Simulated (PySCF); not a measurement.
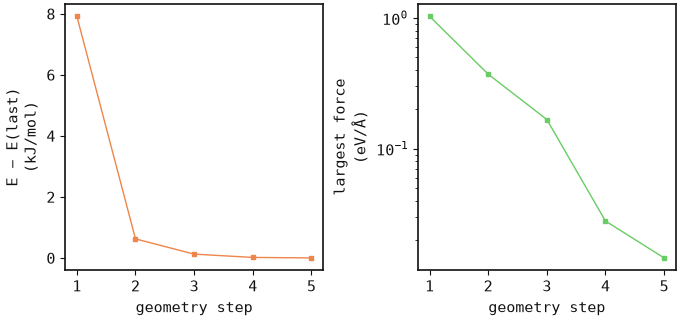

History of a geometry optimisation. The run: B₂Cl₂H₃ (SMILES [BH3-]B(Cl)Cl) (charge −1), by PBE0-D3(BJ)/def2-SVP, geometry optimisation (PySCF).

The optimisation met its thresholds at geometry 5, counting the start as the first. The energy fell by about 7.9 kJ/mol from the first step to the last. The largest force goes from about 1 eV/Å at the start to 0.015 eV/Å at the end.
